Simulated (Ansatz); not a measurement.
# C2H6BFO (SMILES COB(C)F): BLYP/def2-SVP

What is the energy change on altering one bond length of C2H6BFO at BLYP/def2-SVP? 

The calculation is run with Ansatz 0.2.0.

112 further runs of the same task are left out: 112 set aside as unsound or not needed.

## (1) Starting point

The species is C2H6BFO (11 atoms), meant as a singlet with charge 0. As SMILES, `COB(C)F`. Geometry: relaxed at PBE0-D4/def2-TZVP. This is one conformer, not always the lowest.

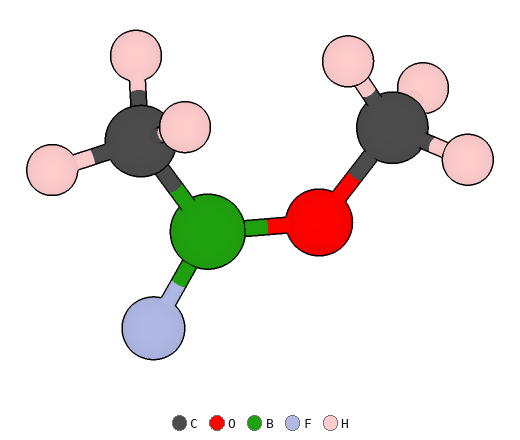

Viewed from a chosen angle; carbon dark grey, oxygen red, boron green, fluorine light blue, hydrogen pink.

## (2) The energy at BLYP/def2-SVP

File in.yaml:

```yaml
crystal:
  periodic: [false, false, false]
  atoms:
    - {symbol: C, position_ang: [-1.364400, 0.711100, 0.538500]}
    - {symbol: O, position_ang: [-0.241000, 1.227800, -0.135300]}
    - {symbol: B, position_ang: [0.818600, 0.482700, -0.508900]}
    - {symbol: C, position_ang: [0.993200, -1.057900, -0.270600]}
    - {symbol: F, position_ang: [1.779200, 1.165200, -1.136000]}
    - {symbol: H, position_ang: [-1.458500, 1.207100, 1.506900]}
    - {symbol: H, position_ang: [-2.259100, 0.924300, -0.050000]}
    - {symbol: H, position_ang: [-1.294000, -0.367700, 0.698100]}
    - {symbol: H, position_ang: [0.947600, -1.307000, 0.794000]}
    - {symbol: H, position_ang: [1.947400, -1.412800, -0.660100]}
    - {symbol: H, position_ang: [0.196300, -1.629800, -0.756000]}
basis:
  gaussian:
    orbitals: def2-SVP
accuracy: high
output:
  orbitals: {seedname: orbitals}
hamiltonian:
  xc: {name: BLYP}
```

Command:

```bash
ansatz run in.yaml --threads 1 --pin off --max-ram 3480MiB --events-out events.jsonl --progress --plain --runs-dir runs
```

The program printed:

```text
Warning: RAYON_NUM_THREADS=1 ignored (pool sized by the plan → 1); use --threads N
Functional definition: BLYP
  name "BLYP"
  parameter beta = 0.0042
  parameter a = 0.04918
  parameter b = 0.132
  parameter c = 0.2533
  parameter d = 0.349
  exchange = b88_x(beta = beta)
  correlation = lyp_c(a = a, b = b, c = c, d = d)
2429 factors; integrals over basis functions are off by at most 8.1e-9 eV
mean field evaluation 1: about -7595.1310 eV, gradient 7.3e1 eV
mean field evaluation 2: about -7577.9664 eV, gradient 1.1e2 eV
mean field evaluation 4: about -7606.9206 eV, gradient 6.7e0 eV
mean field evaluation 8: about -7607.0016 eV, gradient 9.1e-1 eV
mean field evaluation 16: about -7607.0031 eV, gradient 8.5e-5 eV
mean field -7607.00309131 eV, -279.5522073937 hartree, gradient 2.0e-8 eV, S^2 0.000000; 0 other end points of the search recorded, 0 dependent functions left out
reference -7607.00314882 eV, -279.5522095073 hartree; 20, 20 occupied and 80, 80 virtual orbitals, 2429 factors
Total energy: -7607.00314882 eV, -279.5522095073 hartree
```

Run time: 3.3 s. Hardware: 1 thread of AMD EPYC 9R45 (Zen 5), shared host; peak memory 0.3 GiB.

## (3) The distorted shape

File run.yaml:

```yaml
crystal:
  periodic: [false, false, false]
  atoms:
    - {symbol: C, position_ang: [-2.212106, 1.307199, 0.837389]}
    - {symbol: O, position_ang: [-1.088706, 1.823899, 0.163589]}
    - {symbol: B, position_ang: [0.818600, 0.482700, -0.508900]}
    - {symbol: C, position_ang: [0.993200, -1.057900, -0.270600]}
    - {symbol: F, position_ang: [1.779200, 1.165200, -1.136000]}
    - {symbol: H, position_ang: [-2.306206, 1.803199, 1.805789]}
    - {symbol: H, position_ang: [-3.106806, 1.520399, 0.248889]}
    - {symbol: H, position_ang: [-2.141706, 0.228399, 0.996989]}
    - {symbol: H, position_ang: [0.947600, -1.307000, 0.794000]}
    - {symbol: H, position_ang: [1.947400, -1.412800, -0.660100]}
    - {symbol: H, position_ang: [0.196300, -1.629800, -0.756000]}
basis:
  gaussian: {orbitals: def2-SVP}
total_charge: 0
hamiltonian: {xc: {name: BLYP}}
accuracy: high
output: {orbitals: {seedname: orbitals}}
```

Command:

```bash
ansatz run run.yaml --threads 1 --pin off --max-ram 3480MiB --events-out events.jsonl --progress --plain --runs-dir runs
```

The program printed, shortened:

```text
Warning: RAYON_NUM_THREADS=1 ignored (pool sized by the plan → 1); use --threads N
[... 9 set-up lines as earlier in the session ...]
2383 factors; integrals over basis functions are off by at most 1.0e-8 eV
mean field evaluation 1: about -7585.6245 eV, gradient 8.3e1 eV
mean field evaluation 2: about -7367.9537 eV, gradient 2.4e2 eV
mean field evaluation 4: about -7590.4252 eV, gradient 7.5e1 eV
mean field evaluation 8: about -7602.5346 eV, gradient 1.5e0 eV
mean field evaluation 16: about -7602.5348 eV, gradient 1.2e-3 eV
mean field -7602.53482516 eV, -279.3880016413 hartree, gradient 4.9e-8 eV, S^2 0.000000; 0 other end points of the search recorded, 0 dependent functions left out
reference -7602.53488709 eV, -279.3880039175 hartree; 20, 20 occupied and 80, 80 virtual orbitals, 2383 factors
Total energy: -7602.53488709 eV, -279.3880039175 hartree
```

Wall time 2.9 s (1 thread of AMD EPYC 9R45 (Zen 5), shared host); peak memory 0.29 GiB.

## (4) Outcome

At BLYP/def2-SVP:

| quantity | value |
| --- | --- |
| first shape: total energy | -279.55221 Eh |
| first shape: HOMO energy | -7.13 eV |
| first shape: LUMO energy | 0.33 eV |
| first shape: HOMO–LUMO gap | 7.46 eV |
| distorted shape: total energy | -279.38800 Eh |
| distorted shape: HOMO energy | -4.34 eV |
| distorted shape: LUMO energy | -2.75 eV |
| distorted shape: HOMO–LUMO gap | 1.59 eV |
| energy change with the O2–B3 bond stretched from 1.348 to 2.427 Å | 4.468 eV |

What this shows: With the O2–B3 bond stretched from 1.348 to 2.427 Å the energy rises by 4.47 eV (103 kcal/mol). The first shape isn't relaxed at this level, so the change isn't measured from a minimum.
